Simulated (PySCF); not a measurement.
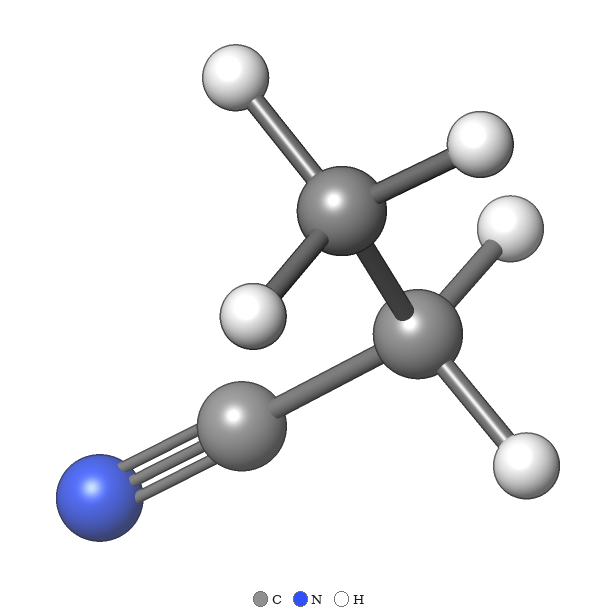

A ball-and-stick model of a molecule. Double and triple bonds are drawn as two and three sticks.

The geometry was computed by an optimisation with PBE0-D3(BJ)/def2-SVP. No frequency run is at hand to confirm it as a minimum.

Question: Count the atoms of each element.

Answer: C3H5N, 9 atoms: 3 carbon, 5 hydrogen and 1 nitrogen.

Question: How many atoms are distinct by symmetry?

Answer: 7: 1 C, 1 C, 1 C, 1 N, 1 H, 2 H, 2 H.

Question: Name some functional groups or characteristic bonds that it holds.

Answer: Among them: nitrile.

Question: How many bonds of each kind are drawn?

Answer: 5 C–H, 2 C–C, 1 C–N.

Question: Describe its rings.

Answer: It has no ring.

The parts below concern this one geometry. Atoms keep their numbers from picture to picture.

## Geometry

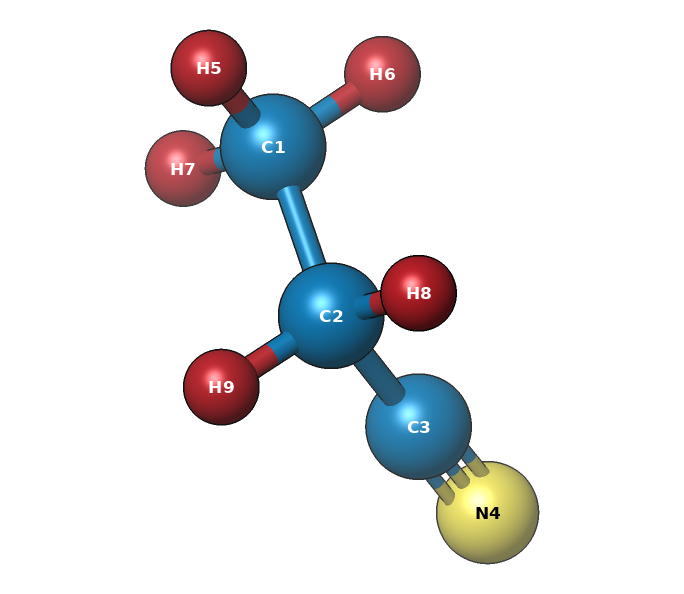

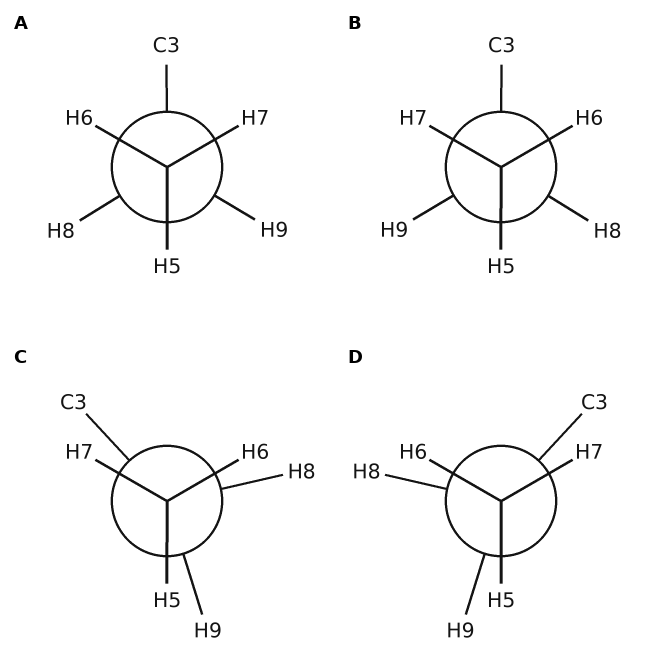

Atoms fade into the background with distance from the viewer. Bonds that would overlap in a projection are set slightly apart. No frequency run is at hand to confirm it as a minimum.

Question: Which Newman projection shows the view along C1–C2, with C1 in front?

Answer: B. The torsion angle H5–C1–C2–C3 is 180°, antiperiplanar (anti).

## NMR shielding

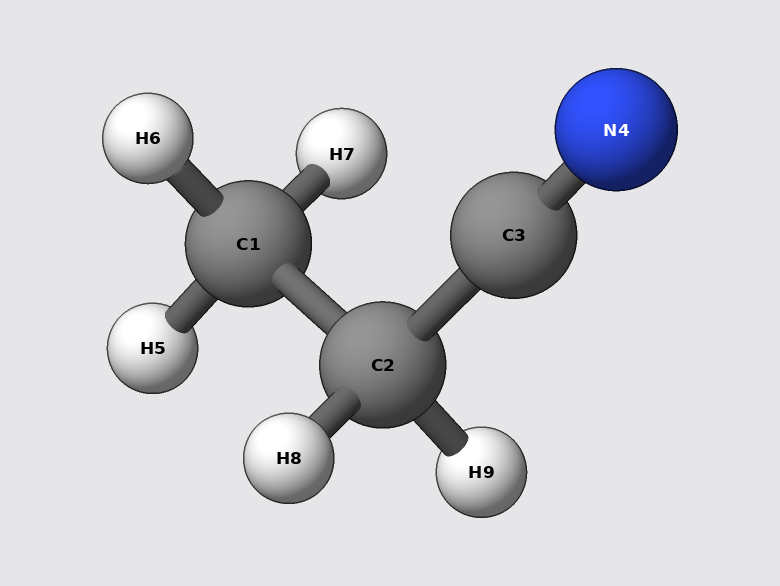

The questions are on isotropic NMR shieldings of the C atoms. No frequency run is at hand to confirm it as a minimum. Properties computed with GIAO PBE/pcSseg-2 NMR shielding, non-relativistic, gas phase (PySCF 2.14.0).

Give the isotropic NMR shieldings of the C atoms atom by atom.

| atom | σ (ppm) |
| --- | --- |
| C1 | 166.3 |
| C2 | 165.6 |
| C3 | 54.8 |

## Polarisability

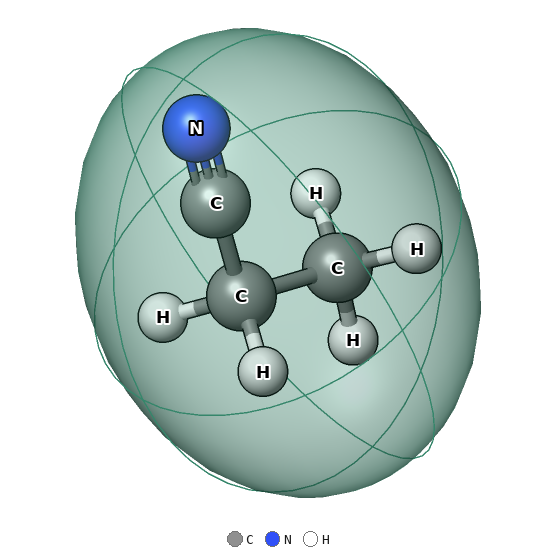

The ellipsoid shows the static dipole polarisability: its half-axes are proportional to the principal values. No frequency run is at hand to confirm it as a minimum. Computed with B3LYP/def2-SVPD (PySCF 2.14.0).

Question: How large and how anisotropic is the polarisability?

Answer: Principal values 34.3, 37.1, 52.6 bohr³; mean 41.3 bohr³ (6.13 Å³); anisotropy 17.1 bohr³, so the longest axis is 1.54 times the shortest.

## Core levels

No frequency run is at hand to confirm it as a minimum. Level of theory: delta-SCF UKS SCAN, pcX-2 on the ionised atom, pcseg-1 elsewhere, spin-free X2C (PySCF 2.14.0).

Give the core-electron binding energies (to vacuum) of C1 1s, C2 1s, C3 1s, N4 1s.

| atom | level | binding energy (eV) |
| --- | --- | --- |
| C1 | 1s | 291.6 |
| C2 | 1s | 292.5 |
| C3 | 1s | 292.4 |
| N4 | 1s | 405.1 |
